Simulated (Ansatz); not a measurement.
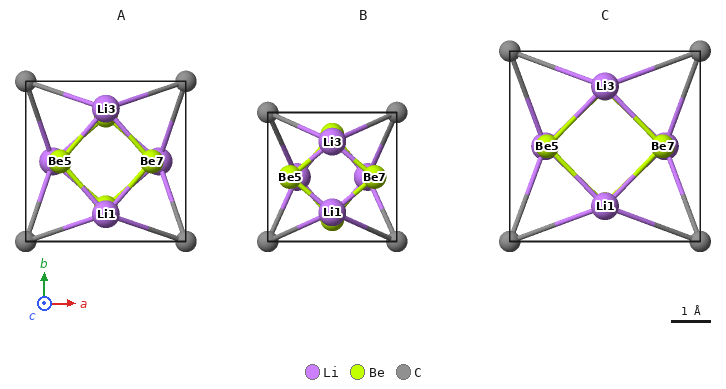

3 geometries from one relaxation of solid Li₂Be₂C (a generated structure, set up in P4_2/mmc) (coarse preliminary run), in shuffled order. The picture is a ball-and-stick view of the cell of the calculation, seen along the c axis.

All numbers below come from Ansatz, DFT PBE, scalar-relativistic, plane waves, PAW. Settings: plane-wave cutoff 420 eV; k-point mesh 6 × 6 × 4; occupations gaussian; smearing width 0.1 eV; no spin polarisation; cell and atoms relaxed; force threshold 0.04 eV/Å; at most 70 steps.

Q: Put them in the order of the run, from the start to the converged end.

A: B, A, C. They are steps 0, 5, 17, at +3528 meV per atom, +430 meV per atom relative to the last. The largest moves relative to the cell, 0.20 Å, are those of Li atoms. By element the largest moves are Li 0.20 Å, Be 0.12 Å. C stays in place. The volume changes by +38.2 %, with a = b 3.388 → 4.999 Å (+47.6 %), c 7.024 → 4.457 Å (−36.5 %). Near-neighbour distances that change, for instance: Li–Li 1.857 → 3.146 Å, Be–Li 3.517 → 2.229 Å, Be–Be 1.172 → 1.967 Å, Be–Li 1.445 → 2.185 Å. Bond angles that change, for instance: Be–Li–Be 100.1° → 87.9°, Li–Be–Li 79.9° → 92.1°, Li–Li–Be 130.0° → 136.1°. The space group stays P4_2/mmc (No. 131). The energy falls by 3528 meV per atom in 13 accepted moves (17 points after the start). Largest force component: 13 eV/Å at the start, 0.006 eV/Å at the end. The pressure goes from 86.95 to 0.00 GPa. The line search rejected the trial steps at points 9, 15 of the run. At 2 points the geometry stayed and the basis and grid were re-selected for the new cell (energy shift of 81.0 meV per atom at most each time).
